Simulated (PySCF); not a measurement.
# Ar: dipole response in aug-cc-pV(Q+d)Z plus 1 even-tempered diffuse shell per l

Aim: the static polarisability and the C₆ coefficient of Ar, method by method.

Program: PySCF 2.14.0. Level of theory: unrestricted determinants in a Gaussian basis, no spin-orbit coupling in the energies. These are calculated values, not measurements, unless marked.

### Step 1. The atom as given

| Property | Result |
| --- | --- |
| Element | argon (Z = 18) |
| Basis | aug-cc-pV(Q+d)Z with one added diffuse shell each of s, p, d, f, g type (8s7p6d4f3g, 114 functions) |
| Hamiltonian | the non-relativistic Hamiltonian (point nucleus) |
| State 1 | Ar: [Ne] 3s2 3p5 4s1, high-spin 3P determinant (an excited configuration) |
| Methods | UHF, PBE, PBE0 |

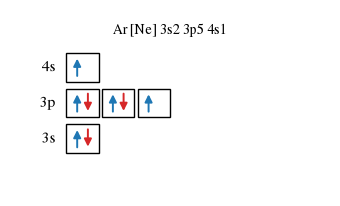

The shells outside the core, filled by Hund's rule for the drawing.

One driver process ran all states and methods and kept the integrals in memory. Each run is shown as a PySCF script that sums up its settings (the driver passes frozen orbitals as a list and adds second-order terms of double hybrids); the logs are those of the runs themselves. The driver starts from symmetry-adapted Hartree-Fock orbitals, holds the occupation by maximum overlap and uses a logarithmic radial grid for functionals, so a plain start would take other cycles.

The integrals over 114 functions and the set-up took 0.83 s of CPU time.

### Step 2. Ar [Ne] 3s2 3p5 4s1: the ladder of methods

**UHF**

File input.py:

```python
from pyscf import gto, scf, dft, mp, cc
import basis_set_exchange as bse
mol = gto.M(atom="Ar 0 0 0", charge=0, spin=2, symmetry="D2h",
            basis=gto.basis.parse(bse.get_basis("aug-cc-pV(Q+d)Z", elements=["Ar"], fmt="nwchem", augment_diffuse=1)))
mf = scf.UHF(mol)
mf.irrep_nelec = {'Ag': (4, 3), 'B1u': (2, 2), 'B2u': (2, 2), 'B3u': (2, 1)}
mf.kernel()
```

Output:

```text
damping factor = 0
level_shift factor = 0
DIIS = <class 'pyscf.scf.diis.CDIIS'>
diis_start_cycle = 1
diis_space = 10
diis_damp = 0
SCF conv_tol = 1e-09
SCF conv_tol_grad = None
number electrons alpha = 10  beta = 8
cycle= 1 E= -526.423449844166  delta_E= -0.00691  |g|= 0.0374  |ddm|= 0.0538
cycle= 2 E= -526.424297903969  delta_E= -0.000848  |g|= 0.014  |ddm|= 0.023
cycle= 3 E= -526.424445537132  delta_E= -0.000148  |g|= 0.000813  |ddm|= 0.0156
cycle= 4 E= -526.42444713722  delta_E= -1.6e-06  |g|= 0.000243  |ddm|= 0.00317
cycle= 5 E= -526.424447462658  delta_E= -3.25e-07  |g|= 9.82e-05  |ddm|= 0.00151
cycle= 6 E= -526.424447533491  delta_E= -7.08e-08  |g|= 4.6e-05  |ddm|= 0.00067
cycle= 7 E= -526.424447550103  delta_E= -1.66e-08  |g|= 9.87e-06  |ddm|= 0.000393
cycle= 8 E= -526.424447550597  delta_E= -4.95e-10  |g|= 1.46e-06  |ddm|= 6.25e-05
converged SCF energy = -526.424447550597  <S^2> = 2.0092922  2S+1 = 3.0061884
```

CPU time 26 s on a shared host, the integrals not counted.

The occupied shells:

| shell | electrons | mean orbital energy (eV) | spread (eV) | rms radius (bohr) |
| --- | --- | --- | --- | --- |
| 1s α | 1 | -3236.3 | 0 | 0.0998 |
| 1s β | 1 | -3235.8 | 0 | 0.0998 |
| 2s α | 1 | -343.77 | 0 | 0.448 |
| 2s β | 1 | -343.33 | 0 | 0.448 |
| 2p α | 3 | -268.99 | 0.835 | 0.417 |
| 2p β | 3 | -268.28 | 0.662 | 0.417 |
| 3s α | 1 | -42.983 | 0 | 1.48 |
| 3s β | 1 | -39.038 | 0 | 1.48 |
| 3p α | 3 | -23.510 | 2.451 | 1.70 |
| 3p β | 2 | -21.960 | 0 | 1.70 |
| 4s α | 1 | -3.884 | 0 | 5.77 |

⟨S²⟩ = 2.009, ⟨L²⟩ = 2.04.

The driver then solved the coupled dipole response at imaginary frequencies: mean α = 465.1 bohr³ (xx, yy, zz: 539.2, 428.1, 428.1), C₆ = 7756 au for a like pair.

**PBE**

Changes to input.py:

```diff
@@ -4,3 +4,3 @@
             basis=gto.basis.parse(bse.get_basis("aug-cc-pV(Q+d)Z", elements=["Ar"], fmt="nwchem", augment_diffuse=1)))
-mf = scf.UHF(mol)
+mf = dft.UKS(mol, xc="PBE")
 mf.irrep_nelec = {'Ag': (4, 3), 'B1u': (2, 2), 'B2u': (2, 2), 'B3u': (2, 1)}
```

Output:

```text
damping factor = 0
level_shift factor = 0
DIIS = <class 'pyscf.scf.diis.CDIIS'>
diis_start_cycle = 1
diis_space = 10
diis_damp = 0
SCF conv_tol = 1e-09
SCF conv_tol_grad = None
number electrons alpha = 10  beta = 8
XC functionals = PBE
    J. P. Perdew, K. Burke, and M. Ernzerhof.,  Phys. Rev. Lett. 77, 3865 (1996)
    J. P. Perdew, K. Burke, and M. Ernzerhof.,  Phys. Rev. Lett. 78, 1396 (1997)
    J. P. Perdew, K. Burke, and M. Ernzerhof.,  Phys. Rev. Lett. 77, 3865 (1996)
    J. P. Perdew, K. Burke, and M. Ernzerhof.,  Phys. Rev. Lett. 78, 1396 (1997)
cycle= 1 E= -526.922076316128  delta_E= -0.0106  |g|= 0.0336  |ddm|= 0.748
cycle= 2 E= -526.922320425594  delta_E= -0.000244  |g|= 0.00808  |ddm|= 0.086
cycle= 3 E= -526.922348518015  delta_E= -2.81e-05  |g|= 0.00437  |ddm|= 0.0363
cycle= 4 E= -526.922354834013  delta_E= -6.32e-06  |g|= 0.000303  |ddm|= 0.0139
cycle= 5 E= -526.922355170235  delta_E= -3.36e-07  |g|= 5.78e-05  |ddm|= 0.002
cycle= 6 E= -526.922355197394  delta_E= -2.72e-08  |g|= 7.76e-06  |ddm|= 0.000712
cycle= 7 E= -526.922355197504  delta_E= -1.09e-10  |g|= 7.8e-07  |ddm|= 4.07e-05
converged SCF energy = -526.922355197504  <S^2> = 2.002716  2S+1 = 3.0018101
```

CPU time 6.7 s on a shared host, the integrals not counted.

The driver then solved the coupled dipole response at imaginary frequencies: mean α = 361.0 bohr³ (xx, yy, zz: 402.4, 340.4, 340.4), C₆ = 5371 au for a like pair.

**PBE0**

Changes to input.py:

```diff
@@ -4,3 +4,3 @@
             basis=gto.basis.parse(bse.get_basis("aug-cc-pV(Q+d)Z", elements=["Ar"], fmt="nwchem", augment_diffuse=1)))
-mf = dft.UKS(mol, xc="PBE")
+mf = dft.UKS(mol, xc="PBE0")
 mf.irrep_nelec = {'Ag': (4, 3), 'B1u': (2, 2), 'B2u': (2, 2), 'B3u': (2, 1)}
```

Output:

```text
damping factor = 0
level_shift factor = 0
DIIS = <class 'pyscf.scf.diis.CDIIS'>
diis_start_cycle = 1
diis_space = 10
diis_damp = 0
SCF conv_tol = 1e-09
SCF conv_tol_grad = None
number electrons alpha = 10  beta = 8
XC functionals = PBE0
    C. Adamo and V. Barone.,  J. Chem. Phys. 110, 6158 (1999)
    M. Ernzerhof and G. E. Scuseria.,  J. Chem. Phys. 110, 5029 (1999)
cycle= 1 E= -526.963094635649  delta_E= -0.00789  |g|= 0.0229  |ddm|= 0.509
cycle= 2 E= -526.96333400517  delta_E= -0.000239  |g|= 0.00504  |ddm|= 0.0687
cycle= 3 E= -526.96335412853  delta_E= -2.01e-05  |g|= 0.0024  |ddm|= 0.0266
cycle= 4 E= -526.963357568181  delta_E= -3.44e-06  |g|= 0.000479  |ddm|= 0.00923
cycle= 5 E= -526.963358386151  delta_E= -8.18e-07  |g|= 0.000123  |ddm|= 0.00368
cycle= 6 E= -526.96335856572  delta_E= -1.8e-07  |g|= 1.92e-05  |ddm|= 0.00166
cycle= 7 E= -526.963358569264  delta_E= -3.54e-09  |g|= 2.8e-06  |ddm|= 0.00024
cycle= 8 E= -526.963358569305  delta_E= -4.08e-11  |g|= 2.49e-07  |ddm|= 4.89e-05
converged SCF energy = -526.963358569305  <S^2> = 2.0037934  2S+1 = 3.0025279
```

CPU time 28 s on a shared host, the integrals not counted.

The driver then solved the coupled dipole response at imaginary frequencies: mean α = 396.1 bohr³ (xx, yy, zz: 444.6, 371.9, 371.9), C₆ = 6165 au for a like pair.

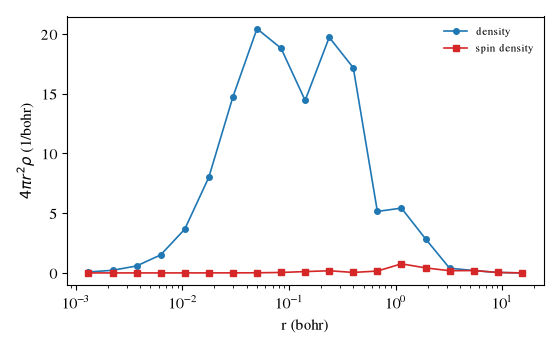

Radial density 4πr²ρ of Ar at UHF, at 19 stored radii joined by straight lines.

### Step 3. The response side by side

Ar [Ne] 3s2 3p5 4s1, in atomic units:

| method | mean α | C₆ (like pair) | S(−4) |
| --- | --- | --- | --- |
| UHF | 465.1 | 7756 | 214700 |
| PBE | 361.0 | 5371 | 127600 |
| PBE0 | 396.1 | 6165 | 153000 |

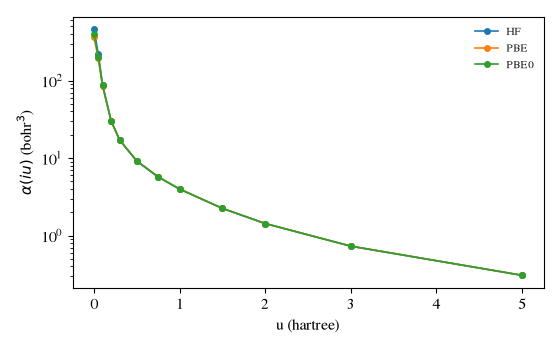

α(iu) of Ar [Ne] 3s2 3p5 4s1, the polarisability at imaginary frequency, on a logarithmic scale.

### Step 4. Outcome

| quantity | value |
| --- | --- |
| α of Ar [Ne] 3s2 3p5 4s1 | 361.0 (PBE) to 465.1 (UHF) bohr³ |

What this shows: A single London oscillator with the computed α and C₆ of Ar [Ne] 3s2 3p5 4s1 at UHF would have ω = 4 C₆ / (3 α²) = 0.0478 hartree. The basis is finite, and no extrapolation was made.
